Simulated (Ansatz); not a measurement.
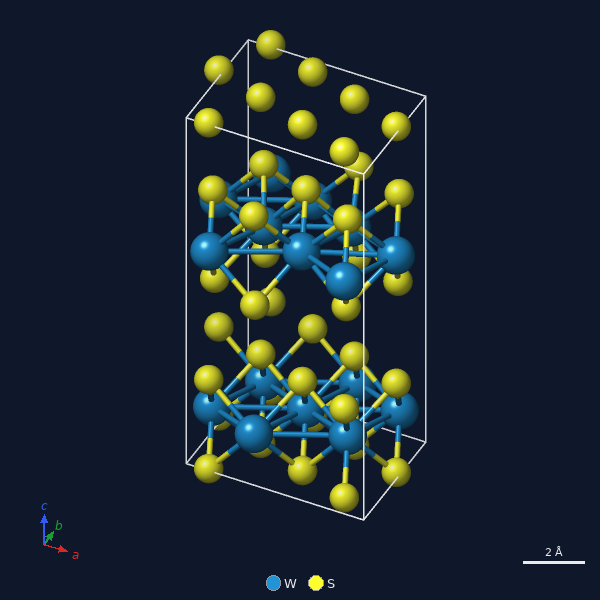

We look at a ball-and-stick model of the crystal slightly off an axis. Thin lines show the supercell, with boundary atoms drawn in all their periodic places. The host is WS₂, in a cell of 42 sites, and the cell carries a charge of -1.

Spot the defect.

Answer. A sulfur vacancy. Around the empty site lie three W at about 2.3 to 2.4 Å.

Computational set-up: Ansatz 0.2.0, DFT LDA, scalar-relativistic, plane waves, PAW, wavefunction cutoff 420 eV, a 2×2×2 grid in reciprocal space, Gaussian smearing of 0.01 eV, collinear spins.

Does the cell have a net magnetic moment?

Answer. No net moment.

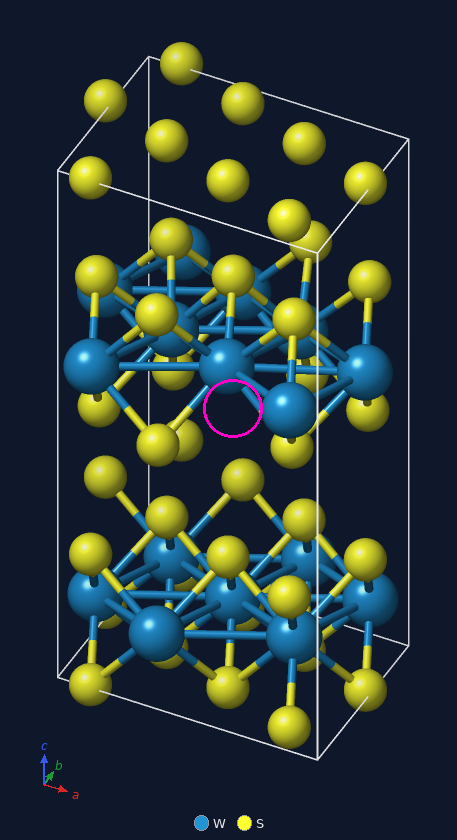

The same cell with a ring at the defect's site.

The atoms were relaxed in the host's cell with Ansatz, DFT LDA, scalar-relativistic, plane waves, PAW.
